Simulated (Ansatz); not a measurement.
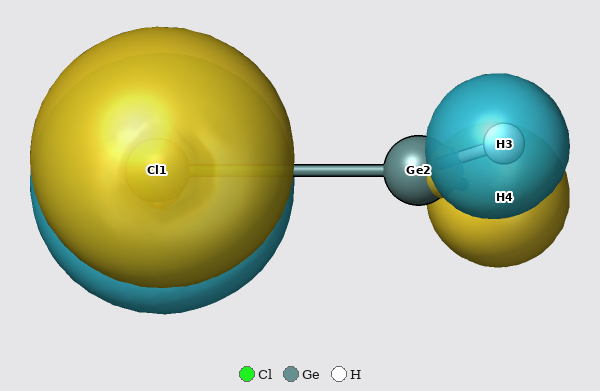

ClGeH2 (SMILES [Cl][GeH2+]) (charge +1). One frontier orbital at ±0.15 Å⁻³ᐟ² (yellow and cyan are the two phases), seen from one side.

Geometry: B3LYP/6-31G*.

All numbers below come from isolated molecule in a Gaussian basis; Kohn-Sham density functional theory, functional PBE0 in Ansatz 0.2.0.

```xyz
4

Cl   -0.0303    1.5998   -0.1929
Ge    0.7764    2.7436   -1.7213
H     0.2433    4.1777   -1.8494
H     1.8378    2.0584   -2.5938
```

**Which orbital is it: HOMO or LUMO?**

The HOMO, at −15.45 eV. It lies mainly on Cl1 (about 80 %) and Ge2 (about 10 %); it is symmetric in the molecular plane (an in-plane orbital: σ, lone-pair or in-plane π type); largely a lone pair of Cl1.
